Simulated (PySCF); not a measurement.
# C₄H₈OSi: NMR shifts at several levels of theory, part 2 of 2

PySCF 2.14.0. Atoms count from 0. The steps go on from the part before.

## 8. Nuclear shieldings: CAM-B3LYP/pcSseg-1

The job: settings as JSON, then the geometry in Å.

```
{"job": {"kind": "nmr", "xc": "CAM-B3LYP", "basis": "pcSseg-1", "pop": false}, "charge": 0, "multiplicity": 1}
Si     2.757573    -0.222672     0.272552
O      1.131195    -0.272012    -0.122277
C      0.208827     0.662440     0.219543
C     -1.085904     0.500201    -0.001295
C     -2.441004     1.035919     0.104879
C     -2.170035    -0.338375    -0.500905
H      2.939899    -0.209161     1.756152
H      3.355578    -1.448712    -0.315204
H      3.398253     1.000487    -0.300410
H      0.586553     1.582063     0.688044
H     -2.920322     1.078162     1.089917
H     -2.746404     1.841442    -0.573226
H     -2.289497    -0.455441    -1.584111
H     -2.458503    -1.223235     0.078061
```

Level: GIAO CAM-B3LYP/pcSseg-1 NMR shielding, non-relativistic, gas phase.

Output:

```text
coarse grid: 12016 points
cycle   1  E = -521.6251210800  dE =  9.044e-01  |g| = 6.445e-01  |ddm| = 3.394e+00
cycle   2  E = -521.5836717362  dE =  4.145e-02  |g| = 8.383e-01  |ddm| = 1.294e+00
cycle   3  E = -521.7036677045  dE = -1.200e-01  |g| = 6.966e-02  |ddm| = 7.664e-01
cycle   4  E = -521.7042640467  dE = -5.963e-04  |g| = 4.398e-02  |ddm| = 8.651e-02
cycle   5  E = -521.7047083024  dE = -4.443e-04  |g| = 8.922e-03  |ddm| = 3.901e-02
cycle   6  E = -521.7047252513  dE = -1.695e-05  |g| = 1.819e-03  |ddm| = 8.753e-03
cycle   7  E = -521.7047260046  dE = -7.533e-07  |g| = 4.390e-04  |ddm| = 2.058e-03
final grid: 110944 points
cycle   8  E = -521.7606115730  dE = -1.882e-05  |g| = 3.048e-03  |ddm| = 1.310e-02
cycle   9  E = -521.7606118142  dE = -2.413e-07  |g| = 3.028e-03  |ddm| = 4.632e-03
cycle  10  E = -521.7606137489  dE = -1.935e-06  |g| = 5.851e-04  |ddm| = 2.379e-03
cycle  11  E = -521.7606138136  dE = -6.469e-08  |g| = 1.185e-04  |ddm| = 5.070e-04
cycle  12  E = -521.7606138170  dE = -3.368e-09  |g| = 2.456e-05  |ddm| = 1.651e-04
cycle  13  E = -521.7606138171  dE = -1.351e-10  |g| = 4.036e-06  |ddm| = 3.282e-05
converged SCF energy = -521.7606138171

GIAO shielding tensors (ppm)
atom      isotropic    diamagn.    paramagn.     s11        s22        s33       span
  0 Si     377.014     878.434    -501.420    327.383    344.665    458.993    131.610
  1 O      254.601     400.817    -146.216    170.559    261.063    332.182    161.623
  2 C       41.442     255.156    -213.714    -50.137     77.432     97.033    147.169
  3 C       72.356     253.749    -181.392    -18.118     47.163    188.023    206.142
  4 C      179.740     255.248     -75.508    154.382    166.910    217.928     63.546
  5 C      178.892     250.567     -71.675    151.377    166.504    218.794     67.418
  6 H       26.528      28.591      -2.063     23.547     24.900     31.137      7.591
  7 H       26.570      28.655      -2.085     23.378     25.166     31.165      7.786
  8 H       26.485      28.342      -1.858     23.542     24.859     31.053      7.512
  9 H       24.629      31.098      -6.469     20.291     24.987     28.609      8.317
 10 H       30.171      29.659       0.512     25.150     26.366     38.996     13.845
 11 H       30.166      29.387       0.778     25.151     26.325     39.021     13.869
 12 H       30.181      29.562       0.619     25.677     26.030     38.835     13.158
 13 H       30.192      29.820       0.372     25.669     26.100     38.807     13.137
```

It took 17 s on 1 thread of Arm Neoverse V2, shared host; peak memory 0.89 GiB.

This run: δ C2 141.0, C3 110.1, C5 3.6, C4 2.7, H9 6.70, H6 4.80 ppm (means over like atoms).

## 9. Nuclear shieldings: wB97X-D/pcSseg-1

The job, as its differences from that of step 8:

```diff
@@ -1,2 +1,2 @@
-{"job": {"kind": "nmr", "xc": "CAM-B3LYP", "basis": "pcSseg-1", "pop": false}, "charge": 0, "multiplicity": 1}
+{"job": {"kind": "nmr", "xc": "wB97X-D", "basis": "pcSseg-1", "pop": false}, "charge": 0, "multiplicity": 1}
 Si     2.757573    -0.222672     0.272552
```

Method: GIAO wB97X-D/pcSseg-1 NMR shielding, non-relativistic, gas phase.

Output:

```text
coarse grid: 12016 points
cycle   1  E = -521.6555786026  dE =  9.395e-01  |g| = 6.339e-01  |ddm| = 3.382e+00
cycle   2  E = -521.6377733494  dE =  1.781e-02  |g| = 7.527e-01  |ddm| = 1.173e+00
cycle   3  E = -521.7333503603  dE = -9.558e-02  |g| = 6.171e-02  |ddm| = 6.400e-01
cycle   4  E = -521.7339425658  dE = -5.922e-04  |g| = 3.708e-02  |ddm| = 8.005e-02
cycle   5  E = -521.7342601753  dE = -3.176e-04  |g| = 7.584e-03  |ddm| = 3.460e-02
cycle   6  E = -521.7342738268  dE = -1.365e-05  |g| = 1.400e-03  |ddm| = 9.577e-03
cycle   7  E = -521.7342743924  dE = -5.656e-07  |g| = 4.823e-04  |ddm| = 2.528e-03
final grid: 110944 points
cycle   8  E = -521.7829296750  dE = -1.435e-04  |g| = 4.137e-03  |ddm| = 3.766e-02
cycle   9  E = -521.7829321978  dE = -2.523e-06  |g| = 2.910e-03  |ddm| = 8.946e-03
cycle  10  E = -521.7829338837  dE = -1.686e-06  |g| = 7.962e-04  |ddm| = 2.462e-03
cycle  11  E = -521.7829340407  dE = -1.570e-07  |g| = 2.795e-04  |ddm| = 1.007e-03
cycle  12  E = -521.7829340583  dE = -1.767e-08  |g| = 7.887e-05  |ddm| = 3.457e-04
cycle  13  E = -521.7829340597  dE = -1.360e-09  |g| = 2.794e-05  |ddm| = 9.020e-05
cycle  14  E = -521.7829340599  dE = -2.319e-10  |g| = 8.840e-06  |ddm| = 4.996e-05
converged SCF energy = -521.7829340599

GIAO shielding tensors (ppm)
atom      isotropic    diamagn.    paramagn.     s11        s22        s33       span
  0 Si     382.529     878.603    -496.074    334.374    351.329    461.884    127.510
  1 O      254.896     400.704    -145.809    171.118    261.575    331.993    160.875
  2 C       45.339     255.594    -210.255    -44.086     80.465     99.639    143.725
  3 C       76.647     254.409    -177.762    -11.630     52.394    189.176    200.807
  4 C      180.937     255.670     -74.733    155.907    168.289    218.616     62.709
  5 C      180.158     250.866     -70.708    153.019    167.858    219.596     66.577
  6 H       26.547      28.618      -2.070     23.546     24.928     31.168      7.621
  7 H       26.603      28.679      -2.076     23.397     25.193     31.219      7.821
  8 H       26.504      28.369      -1.865     23.540     24.885     31.089      7.549
  9 H       24.645      31.090      -6.445     20.275     25.077     28.582      8.307
 10 H       30.228      29.682       0.546     25.174     26.398     39.112     13.938
 11 H       30.222      29.437       0.785     25.175     26.356     39.136     13.961
 12 H       30.237      29.569       0.668     25.700     26.057     38.955     13.255
 13 H       30.248      29.802       0.446     25.690     26.127     38.928     13.237
```

Run time: 17 s. Hardware: 1 thread of Arm Neoverse V2, shared host; peak memory 0.86 GiB.

This run: δ C2 139.2, C3 107.9, C5 4.4, C4 3.6, H9 6.73, H6 4.83 ppm (means over like atoms).

## 10. NMR shieldings: LC-wPBE/pcSseg-1

The job, as its differences from that of step 9:

```diff
@@ -1,2 +1,2 @@
-{"job": {"kind": "nmr", "xc": "wB97X-D", "basis": "pcSseg-1", "pop": false}, "charge": 0, "multiplicity": 1}
+{"job": {"kind": "nmr", "xc": "LC-wPBE", "basis": "pcSseg-1", "pop": false}, "charge": 0, "multiplicity": 1}
 Si     2.757573    -0.222672     0.272552
```

With the program's defaults for keys left out, this is: GIAO LC-wPBE/pcSseg-1 NMR shielding, non-relativistic, gas phase.

Output:

```text
coarse grid: 12016 points
cycle   1  E = -521.4891353812  dE =  1.029e+00  |g| = 6.352e-01  |ddm| = 3.365e+00
cycle   2  E = -521.4966243108  dE = -7.489e-03  |g| = 6.788e-01  |ddm| = 1.063e+00
cycle   3  E = -521.5709994829  dE = -7.438e-02  |g| = 6.343e-02  |ddm| = 5.378e-01
cycle   4  E = -521.5718079753  dE = -8.085e-04  |g| = 3.160e-02  |ddm| = 8.407e-02
cycle   5  E = -521.5720300733  dE = -2.221e-04  |g| = 8.421e-03  |ddm| = 3.322e-02
cycle   6  E = -521.5720471026  dE = -1.703e-05  |g| = 1.403e-03  |ddm| = 9.873e-03
cycle   7  E = -521.5720478283  dE = -7.258e-07  |g| = 4.798e-04  |ddm| = 3.033e-03
final grid: 110944 points
cycle   8  E = -521.6302274993  dE = -3.708e-05  |g| = 5.106e-03  |ddm| = 2.780e-02
cycle   9  E = -521.6302290452  dE = -1.546e-06  |g| = 3.950e-03  |ddm| = 5.981e-03
cycle  10  E = -521.6302315820  dE = -2.537e-06  |g| = 9.055e-04  |ddm| = 2.882e-03
cycle  11  E = -521.6302317134  dE = -1.315e-07  |g| = 1.482e-04  |ddm| = 6.749e-04
cycle  12  E = -521.6302317208  dE = -7.409e-09  |g| = 4.068e-05  |ddm| = 3.108e-04
cycle  13  E = -521.6302317214  dE = -5.102e-10  |g| = 7.658e-06  |ddm| = 7.765e-05
converged SCF energy = -521.6302317214

GIAO shielding tensors (ppm)
atom      isotropic    diamagn.    paramagn.     s11        s22        s33       span
  0 Si     384.186     878.584    -494.397    334.885    352.123    465.552    130.667
  1 O      267.470     400.305    -132.835    186.527    273.880    342.003    155.475
  2 C       46.767     255.197    -208.431    -48.422     83.239    105.484    153.906
  3 C       78.197     253.690    -175.493    -13.277     55.841    192.026    205.302
  4 C      185.419     255.763     -70.344    160.621    174.249    221.387     60.766
  5 C      184.619     250.186     -65.567    157.661    173.800    222.395     64.735
  6 H       26.546      28.537      -1.991     23.532     24.919     31.186      7.654
  7 H       26.563      28.563      -1.999     23.359     25.117     31.214      7.855
  8 H       26.505      28.295      -1.791     23.530     24.873     31.111      7.582
  9 H       24.646      31.144      -6.498     20.244     24.991     28.704      8.460
 10 H       30.211      29.734       0.477     25.137     26.190     39.306     14.168
 11 H       30.206      29.508       0.698     25.135     26.151     39.331     14.196
 12 H       30.218      29.396       0.821     25.665     25.841     39.147     13.483
 13 H       30.230      29.612       0.618     25.667     25.904     39.121     13.454
```

Run time: 22 s. Hardware: 1 thread of Arm Neoverse V2, shared host; peak memory 0.8 GiB.

This run: δ C2 141.8, C3 110.4, C5 3.9, C4 3.1, H9 6.68, H6 4.79 ppm (means over like atoms).

## 11. Shielding tensors: PBE0/STO-3G

The job, as its differences from that of step 10:

```diff
@@ -1,2 +1,2 @@
-{"job": {"kind": "nmr", "xc": "LC-wPBE", "basis": "pcSseg-1", "pop": false}, "charge": 0, "multiplicity": 1}
+{"job": {"kind": "nmr", "xc": "PBE0", "basis": "STO-3G", "pop": true}, "charge": 0, "multiplicity": 1}
 Si     2.757573    -0.222672     0.272552
```

With the program's defaults for keys left out, this is: GIAO PBE0/STO-3G NMR shielding, non-relativistic, gas phase.

Output:

```text
coarse grid: 12016 points
cycle   1  E = -515.1869174965  dE =  8.014e-01  |g| = 4.978e-01  |ddm| = 4.768e+00
cycle   2  E = -515.0973426748  dE =  8.957e-02  |g| = 7.966e-01  |ddm| = 1.705e+00
cycle   3  E = -515.2706276830  dE = -1.733e-01  |g| = 1.177e-01  |ddm| = 1.057e+00
cycle   4  E = -515.2743780251  dE = -3.750e-03  |g| = 5.099e-02  |ddm| = 2.250e-01
cycle   5  E = -515.2751772396  dE = -7.992e-04  |g| = 1.006e-02  |ddm| = 7.730e-02
cycle   6  E = -515.2752119211  dE = -3.468e-05  |g| = 1.067e-03  |ddm| = 1.479e-02
cycle   7  E = -515.2752122254  dE = -3.043e-07  |g| = 3.373e-04  |ddm| = 1.583e-03
final grid: 110944 points
cycle   8  E = -515.2367137922  dE = -3.728e-06  |g| = 4.638e-03  |ddm| = 1.414e-02
cycle   9  E = -515.2367084052  dE =  5.387e-06  |g| = 6.163e-03  |ddm| = 1.448e-02
cycle  10  E = -515.2367202904  dE = -1.189e-05  |g| = 9.872e-04  |ddm| = 9.277e-03
cycle  11  E = -515.2367205929  dE = -3.025e-07  |g| = 1.552e-04  |ddm| = 1.389e-03
cycle  12  E = -515.2367206003  dE = -7.393e-09  |g| = 1.348e-05  |ddm| = 2.133e-04
cycle  13  E = -515.2367206003  dE = -5.798e-11  |g| = 5.840e-06  |ddm| = 2.728e-05
converged SCF energy = -515.2367206003

GIAO shielding tensors (ppm)
atom      isotropic    diamagn.    paramagn.     s11        s22        s33       span
  0 Si     557.988     867.485    -309.497    512.469    520.636    640.859    128.390
  1 O      354.288     381.034     -26.746    182.031    412.284    468.550    286.519
  2 C      120.789     256.539    -135.751     60.970    137.309    164.087    103.118
  3 C      147.432     255.581    -108.149     90.462    116.466    235.369    144.908
  4 C      221.647     256.325     -34.678    196.895    215.202    252.843     55.948
  5 C      221.394     253.710     -32.316    196.719    215.547    251.917     55.197
  6 H       29.964      30.703      -0.739     26.177     27.739     35.977      9.800
  7 H       29.657      30.373      -0.716     25.747     27.413     35.810     10.063
  8 H       29.940      30.416      -0.477     26.223     27.696     35.900      9.676
  9 H       27.890      32.916      -5.026     24.156     29.107     30.407      6.251
 10 H       31.800      31.030       0.771     26.495     28.006     40.900     14.405
 11 H       31.786      30.787       0.999     26.465     27.993     40.901     14.436
 12 H       31.713      31.664       0.049     26.821     27.592     40.727     13.906
 13 H       31.732      31.918      -0.186     26.865     27.604     40.727     13.861
```

Run time: 3.5 s. Hardware: 1 thread of Arm Neoverse V2, shared host; peak memory 0.41 GiB.

This run: δ C2 113.9, C3 87.3, C5 13.3, C4 13.0, H9 4.72, H6 2.75 ppm (means over like atoms).

## 12. NMR shieldings: PBE0/6-31G

The job, as its differences from that of step 11:

```diff
@@ -1,2 +1,2 @@
-{"job": {"kind": "nmr", "xc": "PBE0", "basis": "STO-3G", "pop": true}, "charge": 0, "multiplicity": 1}
+{"job": {"kind": "nmr", "xc": "PBE0", "basis": "6-31G", "pop": true}, "charge": 0, "multiplicity": 1}
 Si     2.757573    -0.222672     0.272552
```

Level: GIAO PBE0/6-31G NMR shielding, non-relativistic, gas phase.

Output:

```text
coarse grid: 12016 points
cycle   1  E = -521.3518252639  dE =  9.041e-01  |g| = 6.021e-01  |ddm| = 3.547e+00
cycle   2  E = -521.2351205826  dE =  1.167e-01  |g| = 9.839e-01  |ddm| = 1.988e+00
cycle   3  E = -521.4295357980  dE = -1.944e-01  |g| = 9.481e-02  |ddm| = 1.270e+00
cycle   4  E = -521.4311013456  dE = -1.566e-03  |g| = 5.351e-02  |ddm| = 1.698e-01
cycle   5  E = -521.4318300899  dE = -7.287e-04  |g| = 1.360e-02  |ddm| = 6.487e-02
cycle   6  E = -521.4318793600  dE = -4.927e-05  |g| = 1.269e-03  |ddm| = 1.424e-02
cycle   7  E = -521.4318798649  dE = -5.049e-07  |g| = 3.147e-04  |ddm| = 2.601e-03
final grid: 110944 points
cycle   8  E = -521.3716047842  dE = -6.467e-06  |g| = 7.465e-03  |ddm| = 1.670e-02
cycle   9  E = -521.3715913758  dE =  1.341e-05  |g| = 1.103e-02  |ddm| = 1.861e-02
cycle  10  E = -521.3716171188  dE = -2.574e-05  |g| = 1.766e-03  |ddm| = 1.239e-02
cycle  11  E = -521.3716178982  dE = -7.795e-07  |g| = 1.440e-04  |ddm| = 1.887e-03
cycle  12  E = -521.3716179023  dE = -4.135e-09  |g| = 6.712e-05  |ddm| = 2.128e-04
cycle  13  E = -521.3716179035  dE = -1.185e-09  |g| = 1.052e-05  |ddm| = 9.082e-05
cycle  14  E = -521.3716179036  dE = -4.184e-11  |g| = 1.118e-06  |ddm| = 2.025e-05
converged SCF energy = -521.3716179036

GIAO shielding tensors (ppm)
atom      isotropic    diamagn.    paramagn.     s11        s22        s33       span
  0 Si     444.113     879.758    -435.644    390.809    409.037    532.494    141.685
  1 O      270.779     401.827    -131.048    159.231    294.759    358.345    199.114
  2 C       70.281     255.671    -185.390     -7.438    100.227    118.054    125.492
  3 C       97.857     247.704    -149.847     19.852     74.094    199.624    179.772
  4 C      194.887     259.112     -64.224    169.567    186.569    228.526     58.959
  5 C      193.801     255.543     -61.742    166.822    186.434    228.147     61.325
  6 H       27.500      28.335      -0.834     23.622     25.971     32.908      9.286
  7 H       27.431      29.057      -1.626     23.519     25.952     32.821      9.302
  8 H       27.469      28.224      -0.755     23.657     25.939     32.812      9.155
  9 H       25.923      29.119      -3.195     21.559     26.824     29.387      7.829
 10 H       31.239      30.534       0.706     26.260     27.501     39.957     13.697
 11 H       31.227      30.454       0.773     26.242     27.462     39.977     13.735
 12 H       31.181      30.912       0.269     26.710     27.104     39.727     13.017
 13 H       31.189      30.978       0.211     26.729     27.151     39.688     12.958
```

Run time: 6.8 s. Hardware: 1 thread of Arm Neoverse V2, shared host; peak memory 0.48 GiB.

This run: δ C2 129.3, C3 101.7, C5 5.7, C4 4.6, H9 6.69, H6 5.15 ppm (means over like atoms).

## 13. Comparing the runs: NMR shifts

Shifts (ppm) of some atoms, chosen among heavy atoms and hydrogens apart, means over like atoms, with basis size and wall time:

```
               run     C2     C3    C4    H9    H6    Si0     O1  functions   time
     PBE0/pcSseg-1  138.9  107.2   4.2  6.76  4.92  -30.3   86.5        149   13 s
 mPW1PW91/pcSseg-1  138.9  107.4   4.3  6.75  4.87  -30.3   85.7        149   13 s
     WP04/pcSseg-1  138.9  109.5   6.1  6.51  4.15  -39.6   83.0        149   13 s
    B97-2/pcSseg-1  136.3  104.8   4.5  6.75  4.81  -32.2   84.6        149   12 s
BHandHLYP/pcSseg-1  139.2  109.0   2.0  6.66  4.63  -35.5   74.8        149   12 s
CAM-B3LYP/pcSseg-1  141.0  110.1   2.7  6.70  4.80  -33.6   84.0        149   17 s
  wB97X-D/pcSseg-1  139.2  107.9   3.6  6.73  4.83  -29.6   78.3        149   17 s
  LC-wPBE/pcSseg-1  141.8  110.4   3.1  6.68  4.79  -25.7   71.3        149   22 s
       PBE0/STO-3G  113.9   87.3  13.0  4.72  2.75  -40.4  -12.6         42  3.5 s
        PBE0/6-31G  129.3  101.7   4.6  6.69  5.15    0.6   47.7         74  6.8 s
```

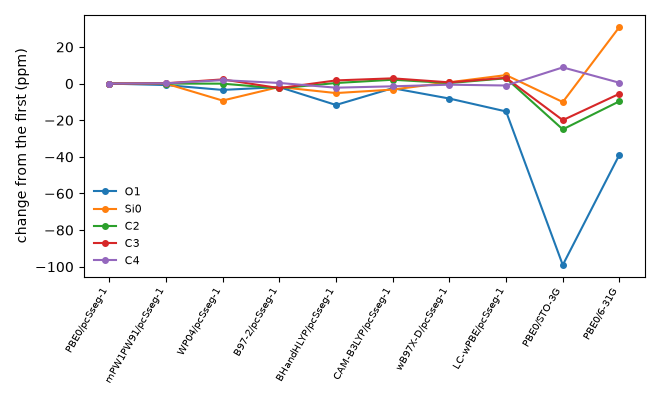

How five of the tabulated atoms move from run to run.

## 14. Summary of results

What follows sums up all 2 parts.

```
                                                              quantity                                             value
                                                           point group                                                C1
                                  rotational constants (main isotopes)                             13.31, 1.14, 1.08 GHz
                                ¹³C shifts against TMS (PBE0/pcSseg-1)                        138.9, 107.2, 4.9, 4.2 ppm
¹H shifts against TMS (PBE0/pcSseg-1, means over atoms taken as alike)                        6.76, 4.92, 1.22, 1.18 ppm
                               ²⁹Si shifts against TMS (PBE0/pcSseg-1)                                         -30.3 ppm
                                ¹⁷O shifts against H2O (PBE0/pcSseg-1)                                          86.5 ppm
                                              range of the shift of O1                                 -12.6 to 86.5 ppm
                                         property runs in this session  10, of which 0 failed and 1 gave unsound results
```

Single values in the summary come from the first run of each kind that ended normally (PBE0/pcSseg-1), which need not be the best level. Over 11 steps the energy fell by 0.333 eV; of the close pairs, C2–C3 changed most, 1.257 to 1.323 Å. The most deshielded carbon is C2 (alkene carbon bearing oxygen), at 138.9 ppm: an sp2 carbon further deshielded by the attached heteroatom. H9 (hydrogen on an alkene carbon bearing oxygen) lies farthest downfield among hydrogen, at 6.76 ppm; olefinic region. At PBE0/pcSseg-1: The largest span, 198 ppm, is at C3, where the paramagnetic term is -177 ppm. Across the 10 runs the shift of O1 moves most, between -12.6 (PBE0/STO-3G) and 86.5 ppm (PBE0/pcSseg-1). A minimal basis is unusable for shieldings, so that end is no result.
